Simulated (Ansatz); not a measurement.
# Calculations on C₂H₄BSi

**1. Relaxation**

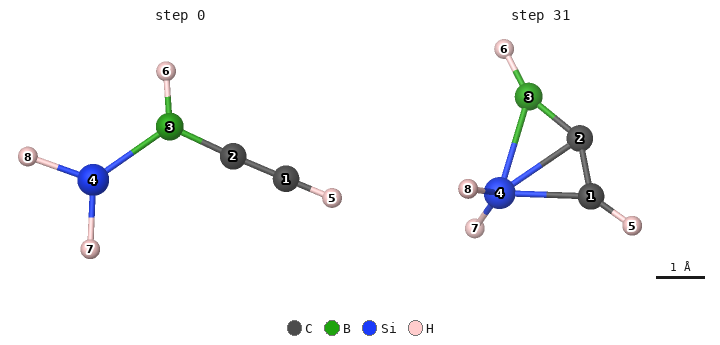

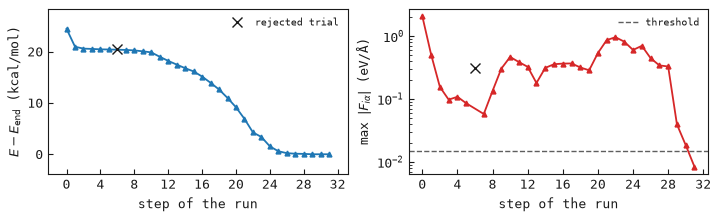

First and last geometry of a relaxation of C$_{2}$H$_{4}$BSi (charge +1), with the history of the run. A ball-and-stick model, seen face on.

The run prepares an end point of a later path (torsion) calculation, from a guessed geometry.

These are results of RKS PBE-D4/cc-pVDZ in Ansatz, not measurements. Set-up: no spin polarisation; force threshold 0.015 eV/Å; at most 40 steps.

What do the curves and the structures tell?

It converged. Over 30 accepted moves (31 points after the start) the energy falls by 24.5 kcal/mol. The largest force component goes from 2.1 to 0.0084 eV/Å. The line search rejected the trial step at point 6 of the run. The largest move after the best rigid fit is that of H8, 2.29 Å. Largest moves by element: H 2.29 Å, C 1.27 Å, Si 1.02 Å, B 0.77 Å. Among the contacts that change: C1–Si4 4.079 → 1.939 Å, C2–Si4 3.004 → 2.071 Å, B3–Si4 1.976 → 2.225 Å, C1–C2 1.214 → 1.318 Å. New bonds form: C1–Si4 (4.08 → 1.94 Å). Bond angles that change, for instance: C2–B3–Si4 120.0° → 64.7°, C2–C1–H5 179.7° → 138.0°, C2–B3–H6 118.8° → 157.1°.

| step | E − E(0), kcal/mol | largest force component, eV/Å | note |
| --- | --- | --- | --- |
| 0 | 0.00 | 2.0853 |  |
| 1 | -3.49 | 0.5134 |  |
| 2 | -3.86 | 0.1565 |  |
| 3 | -3.92 | 0.0982 |  |
| 4 | -4.00 | 0.1091 |  |
| 5 | -4.03 | 0.0860 |  |
| 6 | -3.99 | 0.3114 | rejected |
| 7 | -4.11 | 0.0581 |  |
| 8 | -4.21 | 0.1353 |  |
| 9 | -4.38 | 0.3065 |  |
| 10 | -4.59 | 0.4698 |  |
| 11 | -5.44 | 0.3894 |  |
| 12 | -6.25 | 0.3269 |  |
| 13 | -6.97 | 0.1809 |  |
| 14 | -7.68 | 0.3146 |  |
| 16 | -9.30 | 0.3682 |  |
| 17 | -10.52 | 0.3701 |  |
| 18 | -11.82 | 0.3192 |  |
| 19 | -13.47 | 0.2881 |  |
| 20 | -15.29 | 0.5426 |  |
| 21 | -17.55 | 0.8710 |  |
| 22 | -20.19 | 0.9686 |  |
| 23 | -21.08 | 0.8224 |  |
| 24 | -22.91 | 0.6070 |  |
| 25 | -23.86 | 0.7059 |  |
| 27 | -24.34 | 0.3445 |  |
| 28 | -24.38 | 0.3313 |  |
| 29 | -24.45 | 0.0396 |  |
| 30 | -24.45 | 0.0186 |  |
| 31 | -24.45 | 0.0084 |  |

**2. Relaxation**

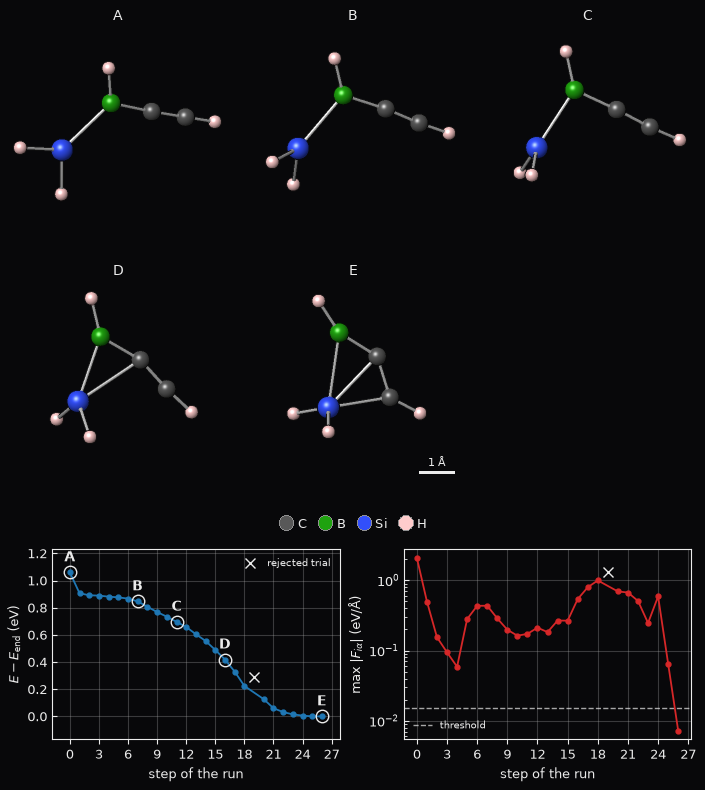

Frames of a relaxation of C2H4BSi (charge +1), marked on the history of the run. A ball-and-stick model, seen at a tilt.

The run prepares an end point of a later path (torsion) calculation, from a guessed geometry.

Method: RKS PBE-D4/cc-pVDZ in Ansatz 0.2.0.

Input file:
```yaml
crystal:
  periodic: [false, false, false]
  atoms:
    - { symbol: C, position_ang: [0.07089, 1.90113, -1.41585] }
    - { symbol: C, position_ang: [0.04376, 1.16151, -0.45392] }
    - { symbol: B, position_ang: [0.01274, 0.30247, 0.75278] }
    - { symbol: Si, position_ang: [-0.06373, -1.66279, 0.56431] }
    - { symbol: H, position_ang: [0.09319, 2.54902, -2.24869] }
    - { symbol: H, position_ang: [0.03532, 0.8108, 1.81034] }
    - { symbol: H, position_ang: [-0.08058, -2.6618, 1.64028] }
    - { symbol: H, position_ang: [-0.11709, -2.39463, -0.70658] }
total_charge: 1
basis:
  gaussian: { orbitals: cc-pVDZ }
hamiltonian:
  xc: pbe
  dispersion: d4
relax:
  f_tol: 0.015
  max_steps: 40
```

Run as
```bash
ansatz run input.yaml --threads 1 --pin off --max-ram 2048MiB --backend cpu --events-out ev --progress --plain --runs-dir out
```

Question: Describe the path.

Answer: The largest move after the best rigid fit is that of H7, 2.29 Å. By element the largest moves are H 2.29 Å, C 1.26 Å, Si 1.03 Å, B 0.76 Å. Near-neighbour distances that change, for instance: C1–Si4 4.079 → 1.938 Å, C2–Si4 3.004 → 2.072 Å, B3–Si4 1.976 → 2.226 Å, C1–C2 1.214 → 1.318 Å. New bonds form: C1–Si4 (4.08 → 1.94 Å). Bond angles that change, for instance: C2–B3–Si4 120.0° → 64.7°, C2–C1–H5 179.7° → 138.0°, C2–B3–H6 118.8° → 157.1°. Over 25 accepted moves (26 points after the start) the energy falls by 1.061 eV. Largest force component: 2.1 eV/Å at the start, 0.0072 eV/Å at the end. The line search rejected the trial step at point 19 of the run. From step 0 to 7: H7 moves most (0.76 Å), energy −0.214 eV. From step 7 to 11: H7 moves most (0.78 Å), energy −0.150 eV. From step 11 to 16: H7 moves most (0.88 Å), energy −0.278 eV. From step 16 to 26: Si4 moves most (0.53 Å), energy −0.418 eV.

```
step  E − E(0), eV  largest force component, eV/Å      note
   0        0.0000                         2.0807          
   1       -0.1532                         0.4993          
   2       -0.1685                         0.1547          
   3       -0.1710                         0.0943          
   4       -0.1787                         0.0588          
   5       -0.1840                         0.2814          
   6       -0.1931                         0.4339          
   7       -0.2136                         0.4351          
   8       -0.2531                         0.2870          
   9       -0.2919                         0.1980          
  10       -0.3263                         0.1630          
  11       -0.3637                         0.1729          
  12       -0.4021                         0.2120          
  13       -0.4552                         0.1831          
  14       -0.5048                         0.2678          
  15       -0.5711                         0.2666          
  16       -0.6422                         0.5403          
  17       -0.7306                         0.7967          
  18       -0.8362                         0.9971          
  19       -0.7702                         1.3074  rejected
  20       -0.9338                         0.6941          
  21       -1.0002                         0.6709          
  22       -1.0286                         0.5085          
  23       -1.0455                         0.2468          
  24       -1.0546                         0.5901          
  25       -1.0603                         0.0648          
  26       -1.0605                         0.0072
```

**3. Path**

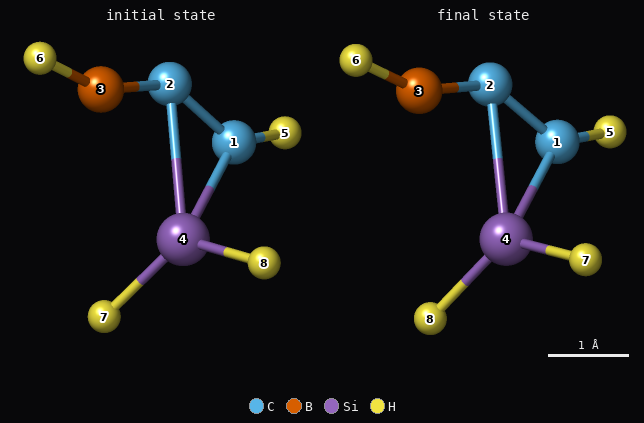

The two relaxed end points of a path for C$_{2}$H$_{4}$BSi (charge +1). Style: ball-and-stick. Shown from a free direction.

Level of theory: RKS PBE-D4/cc-pVDZ (Ansatz).

Input
```yaml
crystal:
  periodic: [false, false, false]
  atoms:
    - { symbol: C, position_ang: [0.371915, 0.66418, -1.172133] }
    - { symbol: C, position_ang: [-0.027507, 1.107445, 0.002749] }
    - { symbol: B, position_ang: [-0.446979, 0.647351, 1.302981] }
    - { symbol: Si, position_ang: [0.072825, -0.955597, -0.149691] }
    - { symbol: H, position_ang: [0.681883, 1.082327, -2.140368] }
    - { symbol: H, position_ang: [-0.822239, 0.735866, 2.429619] }
    - { symbol: H, position_ang: [-1.173274, -1.671196, -0.55308] }
    - { symbol: H, position_ang: [1.343376, -1.610376, 0.279913] }
total_charge: 1
basis:
  gaussian: { orbitals: cc-pVDZ }
hamiltonian:
  xc: pbe
  dispersion: d4
neb:
  order_check: false
  images: 7
  f_tol: 0.05
  max_iterations: 60
  initial_path: idpp
  final_atoms:
    - { symbol: C, position_ang: [0.37184599, 0.66411458, -1.17158735] }
    - { symbol: C, position_ang: [-0.02839605, 1.10783543, 0.00293849] }
    - { symbol: B, position_ang: [-0.44760264, 0.64756266, 1.3034099] }
    - { symbol: Si, position_ang: [0.07288342, -0.95583629, -0.14979958] }
    - { symbol: H, position_ang: [0.68242489, 1.08120741, -2.14003078] }
    - { symbol: H, position_ang: [-0.82254314, 0.73704919, 2.430344] }
    - { symbol: H, position_ang: [1.34367458, -1.61003933, 0.27964186] }
    - { symbol: H, position_ang: [-1.17228705, -1.67189364, -0.55492654] }
```

Command:
```bash
ansatz run input.yaml --threads 1 --pin off --max-ram 2048MiB --backend cpu --events-out ev --progress --plain --runs-dir out
```

**What barrier does the band find between them, and by what path?**

The two ends have the same energy, and the highest point, image 4, lies 28.3 kcal/mol above the start. The motion is an edge inversion through a T-shaped arrangement: the angle C1–C2–B3 opens from 142° to 178° on the way. No bond forms or breaks between the ends. Among the angles between lasting bonds that change up to the highest image: C2–C1–Si4 76.4° → 113.3°, C1–C2–B3 141.7° → 178.5°. The band converged in 13 iterations. The largest component of the band force went from 2.1 to 0.047 eV/Å. The climbing image converged on the top of the path. Its vibrational analysis gives one imaginary mode (362i cm⁻¹), as a transition state must have.

Energies of the converged images:

```json
{"image": "0", "path (Å)": "0.00", "E (kcal/mol)": "0.0"}
{"image": "1", "path (Å)": "0.92", "E (kcal/mol)": "6.6"}
{"image": "2", "path (Å)": "1.84", "E (kcal/mol)": "15.7"}
{"image": "3", "path (Å)": "2.76", "E (kcal/mol)": "24.5"}
{"image": "4", "path (Å)": "3.68", "E (kcal/mol)": "28.3"}
{"image": "5", "path (Å)": "4.60", "E (kcal/mol)": "24.7"}
{"image": "6", "path (Å)": "5.53", "E (kcal/mol)": "15.8"}
{"image": "7", "path (Å)": "6.46", "E (kcal/mol)": "6.7"}
{"image": "8", "path (Å)": "7.38", "E (kcal/mol)": "0.0"}
```

The geometry at the top of the path:

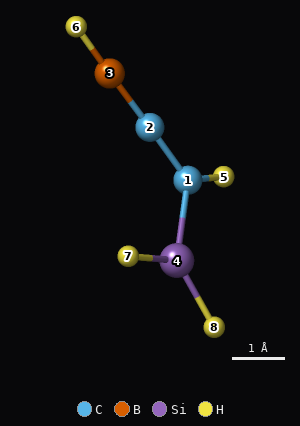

Cost: 2.3 min on 1 thread of Intel(R) Xeon(R) Platinum 8488C (Sapphire Rapids) (shared host), peak memory 0.13 GiB.
